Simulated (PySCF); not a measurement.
# Rh(3+): dipole response in aug-cc-pwCVTZ-PP with ECP28

How polarisable is Rh(3+) at the levels listed below?

The numbers are computed with PySCF 2.14.0 (unrestricted determinants in a Gaussian basis, no spin-orbit coupling in the energies), except any that are marked as measured or tabulated.

**1. The system**

```
Element     : rhodium (Z = 45)
Basis       : aug-cc-pwCVTZ-PP with ECP28MDF (8s8p7d4f3g, 122 functions)
Hamiltonian : scalar relativity through the core potential
State 1     : Rh(3+): [Kr] 4d6, high-spin 5D determinant
Methods     : UHF, PBE
```

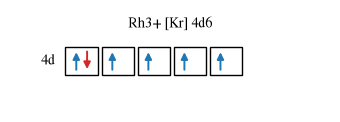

Occupation of the outer shells (arrows by Hund's rule).

The runs were made by one driver on top of PySCF. The scripts below sum up each run's settings (the driver also hands on starting orbitals that pick excited configurations, and frozen orbitals as a list rather than a count), and the logs come from the driver's own runs. The driver starts from symmetry-adapted Hartree-Fock orbitals, holds the occupation by maximum overlap and uses a logarithmic radial grid for functionals, so a plain start would take other cycles.

The integrals over 122 functions and the set-up took 1.5 s of CPU time.

**2. Rh(3+), method by method**

UHF:

Contents of input.py:

```python
from pyscf import gto, scf, dft, mp, cc
import basis_set_exchange as bse
txt = bse.get_basis("aug-cc-pwCVTZ-PP", elements=["Rh"], fmt="nwchem", header=False)
cut = txt.index("\nECP")
mol = gto.M(atom="Rh 0 0 0", charge=3, spin=4, symmetry="D2h",
            basis=gto.basis.parse(txt[:cut]),
            ecp={"Rh": gto.basis.parse_ecp(txt[cut:])})
mf = scf.UHF(mol)
mf.irrep_nelec = {'Ag': (3, 1), 'B1g': (1, 1), 'B2g': (1, 0), 'B3g': (1, 0), 'B1u': (1, 1), 'B2u': (1, 1), 'B3u': (1, 1)}
mf.kernel()
```

Log:

```text
damping factor = 0
level_shift factor = 0
DIIS = <class 'pyscf.scf.diis.CDIIS'>
diis_start_cycle = 1
diis_space = 10
diis_damp = 0
SCF conv_tol = 1e-09
SCF conv_tol_grad = None
number electrons alpha = 9  beta = 5
cycle= 1 E= -107.489874385594  delta_E= -0.00653  |g|= 0.0321  |ddm|= 0.0382
cycle= 2 E= -107.49014716818  delta_E= -0.000273  |g|= 0.00793  |ddm|= 0.00932
cycle= 3 E= -107.49016975145  delta_E= -2.26e-05  |g|= 0.00086  |ddm|= 0.00408
cycle= 4 E= -107.490170459274  delta_E= -7.08e-07  |g|= 0.000271  |ddm|= 0.000936
cycle= 5 E= -107.490170537333  delta_E= -7.81e-08  |g|= 7.85e-05  |ddm|= 0.000329
cycle= 6 E= -107.490170544955  delta_E= -7.62e-09  |g|= 1.72e-05  |ddm|= 0.000117
cycle= 7 E= -107.490170545268  delta_E= -3.13e-10  |g|= 2.52e-06  |ddm|= 2.54e-05
converged SCF energy = -107.490170545268  <S^2> = 6.002869  2S+1 = 5.0011475
```

It used 31 s of CPU time after the integrals (shared host).

The occupied shells:

```csv
shell,electrons,mean orbital energy (eV),spread (eV),rms radius (bohr)
4s α,1,-141.39,0,1.05
4s β,1,-133.29,0,1.05
4p α,3,-104.44,1.782,1.15
4p β,3,-94.341,1.481,1.15
4d α,5,-48.470,2.094,1.47
4d β,1,-44.073,0,1.47
```

⟨S²⟩ = 6.003, ⟨L²⟩ = 6.03.

The driver then solved the coupled dipole response at imaginary frequencies: mean α = 4.414 bohr³ (xx, yy, zz: 4.546, 4.546, 4.149), C₆ = 19.85 au for a like pair.

Energies and moments cover only the electrons outside the core potential.

PBE:

input.py differs from the last one in:

```diff
@@ -7,3 +7,3 @@
             ecp={"Rh": gto.basis.parse_ecp(txt[cut:])})
-mf = scf.UHF(mol)
+mf = dft.UKS(mol, xc="PBE")
 mf.irrep_nelec = {'Ag': (3, 1), 'B1g': (1, 1), 'B2g': (1, 0), 'B3g': (1, 0), 'B1u': (1, 1), 'B2u': (1, 1), 'B3u': (1, 1)}
```

Log:

```text
damping factor = 0
level_shift factor = 0
DIIS = <class 'pyscf.scf.diis.CDIIS'>
diis_start_cycle = 1
diis_space = 10
diis_damp = 0
SCF conv_tol = 1e-09
SCF conv_tol_grad = None
number electrons alpha = 9  beta = 5
XC functionals = PBE
    J. P. Perdew, K. Burke, and M. Ernzerhof.,  Phys. Rev. Lett. 77, 3865 (1996)
    J. P. Perdew, K. Burke, and M. Ernzerhof.,  Phys. Rev. Lett. 78, 1396 (1997)
    J. P. Perdew, K. Burke, and M. Ernzerhof.,  Phys. Rev. Lett. 77, 3865 (1996)
    J. P. Perdew, K. Burke, and M. Ernzerhof.,  Phys. Rev. Lett. 78, 1396 (1997)
cycle= 1 E= -108.03492049983  delta_E= -0.00635  |g|= 0.0308  |ddm|= 0.18
cycle= 2 E= -108.035082920182  delta_E= -0.000162  |g|= 0.016  |ddm|= 0.021
cycle= 3 E= -108.035138410536  delta_E= -5.55e-05  |g|= 0.00283  |ddm|= 0.00833
cycle= 4 E= -108.035140082428  delta_E= -1.67e-06  |g|= 0.000176  |ddm|= 0.00141
cycle= 5 E= -108.035140090125  delta_E= -7.7e-09  |g|= 1.61e-05  |ddm|= 9.44e-05
cycle= 6 E= -108.035140090193  delta_E= -6.87e-11  |g|= 6.29e-07  |ddm|= 8.92e-06
converged SCF energy = -108.035140090193  <S^2> = 6.0006903  2S+1 = 5.0002761
```

CPU time 7.4 s on a shared host, the integrals not counted.

The driver then solved the coupled dipole response at imaginary frequencies: mean α = 4.874 bohr³ (xx, yy, zz: 5.024, 5.024, 4.576), C₆ = 22.23 au for a like pair.

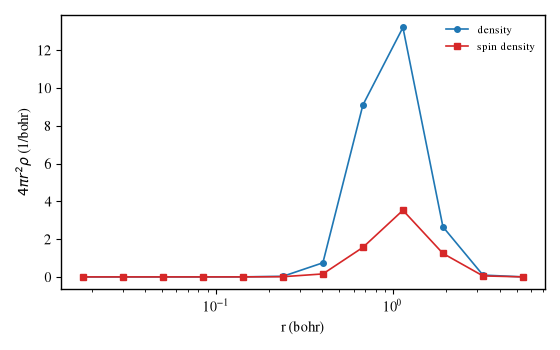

Radial density 4πr²ρ of Rh(3+) at UHF, the electrons outside the core potential, at 12 stored radii joined by straight lines.

**3. Polarisabilities and C₆**

Rh(3+), in atomic units:

```csv
method,mean α,C₆ (like pair),S(−4)
UHF,4.414,19.85,3.664
PBE,4.874,22.23,5.089
```

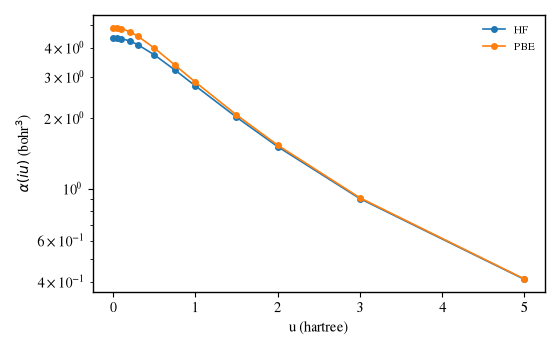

α(iu) of Rh(3+), the polarisability at imaginary frequency, on a logarithmic scale.

**4. Summary of results**

| quantity | value |
| --- | --- |
| α of Rh(3+) | 4.414 (UHF) to 4.874 (PBE) bohr³ |

A single London oscillator with the computed α and C₆ of Rh(3+) at UHF would have ω = 4 C₆ / (3 α²) = 1.36 hartree. All values hold for this basis alone; no basis-set limit was taken.
